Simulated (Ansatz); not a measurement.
# GeH2ClO (SMILES [O][GeH2][Cl]): U-revPBE/def2-SVPD

Aim: the vertical electron affinity of GeH2ClO at U-revPBE/def2-SVPD, from 2 runs. 

Program for the calculation: Ansatz 0.2.0.

74 further runs of the same task are left out: 1 that didn't finish, 73 set aside as unsound or not needed.

**1. The system as given**

GeH2ClO has 5 atoms, charge 0, and is taken as a doublet. SMILES: `[O][GeH2][Cl]`. The coordinates come from a PBE0-D4/def2-TZVP relaxation.

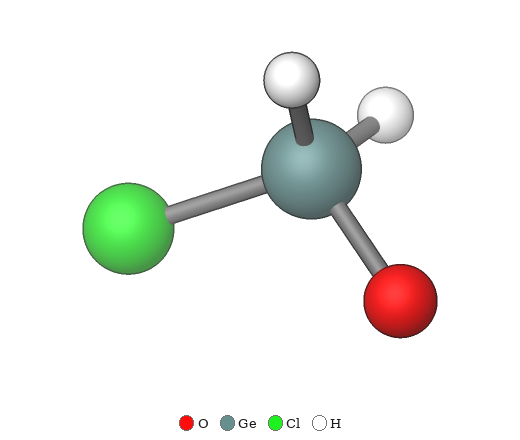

Viewed from a chosen angle; oxygen red, germanium teal, chlorine green, hydrogen white.

**2. The energy at U-revPBE/def2-SVPD**

The input, input.yaml:

```yaml
crystal:
  periodic: [false, false, false]
  atoms:
    - {symbol: O, position_ang: [-0.272400, -0.591800, 1.625500]}
    - {symbol: Ge, position_ang: [0.123700, -0.081200, -0.034500]}
    - {symbol: Cl, position_ang: [-1.347100, 1.290100, -0.778900]}
    - {symbol: H, position_ang: [0.081000, -1.343800, -0.899000]}
    - {symbol: H, position_ang: [1.464600, 0.653000, 0.045400]}
basis:
  gaussian:
    orbitals: def2-SVPD
magnetization:
  spin_polarized: true
  initial_magnetization: 1
hamiltonian:
  xc: {name: revPBE}
accuracy: high
output: {orbitals: {seedname: orbitals}}
```

The run is started by

```console
$ ansatz run input.yaml --threads 1 --pin off --max-ram 3480MiB --events-out events.jsonl --progress --plain --runs-dir runs
```

The program printed:

```text
Warning: RAYON_NUM_THREADS=1 ignored (pool sized by the plan → 1); use --threads N
Functional definition: revPBE
  name "revPBE"
  parameter kappa = 1.245
  parameter beta = 0.06672455060314922
  exchange = pbe_x(kappa = kappa, mu = beta*pi^2/3)
  correlation = pbe_c(beta = beta)
1996 factors; integrals over basis functions are off by at most 4.4e-9 eV
mean field evaluation 1: about -71082.8274 eV, gradient 5.7e1 eV
mean field evaluation 2: about -70817.8845 eV, gradient 1.5e2 eV
mean field evaluation 4: about -71097.8352 eV, gradient 2.1e1 eV
mean field evaluation 8: about -71100.0859 eV, gradient 5.7e-1 eV
mean field evaluation 16: about -71100.0870 eV, gradient 2.1e-4 eV
mean field evaluation 32: about -71091.5768 eV, gradient 3.1e1 eV
mean field evaluation 64: about -71100.0690 eV, gradient 5.1e-1 eV
mean field -71100.08699259 eV, -2612.8800036076 hartree, gradient 7.3e-8 eV, S^2 0.753563; 5 other end points of the search recorded, 0 dependent functions left out
reference -71100.08699712 eV, -2612.8800037743 hartree; 30, 29 occupied and 74, 75 virtual orbitals, 1996 factors
Total energy: -71100.08699712 eV, -2612.8800037743 hartree
```

Wall time 37 s (1 thread of Intel Xeon Platinum 8259CL at 2.50GHz (Skylake/Cascade Lake), shared host); peak memory 0.35 GiB.

**3. The singlet anion at the same level**

The input, molecule.yaml:

```yaml
crystal:
  periodic: [false, false, false]
  atoms:
    - {symbol: O, position_ang: [-0.272400, -0.591800, 1.625500]}
    - {symbol: Ge, position_ang: [0.123700, -0.081200, -0.034500]}
    - {symbol: Cl, position_ang: [-1.347100, 1.290100, -0.778900]}
    - {symbol: H, position_ang: [0.081000, -1.343800, -0.899000]}
    - {symbol: H, position_ang: [1.464600, 0.653000, 0.045400]}
basis:
  gaussian:
    orbitals: def2-SVPD
hamiltonian:
  xc: {name: revPBE}
output: {orbitals: {seedname: orbitals}}
total_charge: -1
accuracy: high
```

The run is started by

```console
$ ansatz run molecule.yaml --threads 1 --pin off --max-ram 3480MiB --events-out events.jsonl --progress --plain --runs-dir runs
```

The program printed, shortened:

```text
Warning: RAYON_NUM_THREADS=1 ignored (pool sized by the plan → 1); use --threads N
[... 6 set-up lines as earlier in the session ...]
1996 factors; integrals over basis functions are off by at most 4.1e-9 eV
mean field evaluation 1: about -71098.6359 eV, gradient 4.8e1 eV
mean field evaluation 2: about -70940.5369 eV, gradient 1.8e2 eV
mean field evaluation 4: about -71102.9825 eV, gradient 5.7e0 eV
mean field evaluation 8: about -71103.0742 eV, gradient 4.8e-1 eV
mean field evaluation 16: about -71103.0747 eV, gradient 2.7e-5 eV
mean field -71103.07470510 eV, -2612.9898000173 hartree, gradient 3.3e-8 eV, S^2 0.000000; 0 other end points of the search recorded, 0 dependent functions left out
reference -71103.07470912 eV, -2612.9898001650 hartree; 30, 30 occupied and 74, 74 virtual orbitals, 1996 factors
Total energy: -71103.07470912 eV, -2612.9898001650 hartree
```

Run time: 11 s. Hardware: 1 thread of Intel Xeon Platinum 8259CL at 2.50GHz (Skylake/Cascade Lake), shared host; peak memory 0.28 GiB.

**4. What came out**

At U-revPBE/def2-SVPD:

| quantity | value |
| --- | --- |
| doublet GeH2ClO: total energy | -2612.88000 Eh |
| doublet GeH2ClO: HOMO energy (highest over α and β) | -7.37 eV |
| doublet GeH2ClO: LUMO energy (lowest over α and β) | -6.46 eV |
| doublet GeH2ClO: ⟨S²⟩ | 0.754 |
| singlet anion: total energy | -2612.98980 Eh |
| singlet anion: HOMO energy | 0.48 eV |
| singlet anion: LUMO energy | 3.67 eV |
| singlet anion: HOMO–LUMO gap (to an unbound level, set by the basis) | 3.19 eV |
| vertical electron affinity (to the singlet anion) | 2.988 eV |

In words: At fixed nuclei the extra electron is bound by 2.99 eV (69 kcal/mol). The HOMO (singlet anion) lies at positive energy, 0.48 eV, as semi-local functionals often give for anions; only total energies tell whether the electron is bound.
